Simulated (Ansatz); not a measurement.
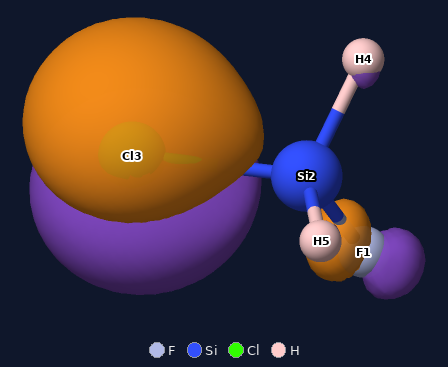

*ClFH2Si (SMILES F[SiH2]Cl). The HOMO−1 at ±0.1 Å⁻³ᐟ² (orange and purple are the two phases), seen at an oblique angle.*

Geometry: PBE0-D4/def2-TZVP.

Theory: Ansatz 0.2.0, RKS PBE0-D4/def2-TZVPP.

Input

```
crystal:
  periodic: [false, false, false]
  atoms:
    - {symbol: F, position_ang: [-0.468297, 0.123519, 1.504591]}
    - {symbol: Si, position_ang: [0.098002, -0.085629, 0.034341]}
    - {symbol: Cl, position_ang: [-1.064507, 0.955950, -1.272389]}
    - {symbol: H, position_ang: [0.014572, -1.521451, -0.293739]}
    - {symbol: H, position_ang: [1.470128, 0.453910, -0.014105]}
basis:
  gaussian: {orbitals: def2-TZVPP}
hamiltonian: {xc: pbe0, dispersion: d4}
output: {orbitals: {seedname: orbitals}}
```

Run with:

```sh
ansatz run in.yaml --threads 2 --pin off --events-out ev --progress --plain --max-ram 32768MiB --backend cpu
```

### What is the character of this orbital?

By Hirshfeld shares it lies mainly on Cl3 (about 85 %); largely a lone pair of Cl3. Its energy is −9.82 eV.
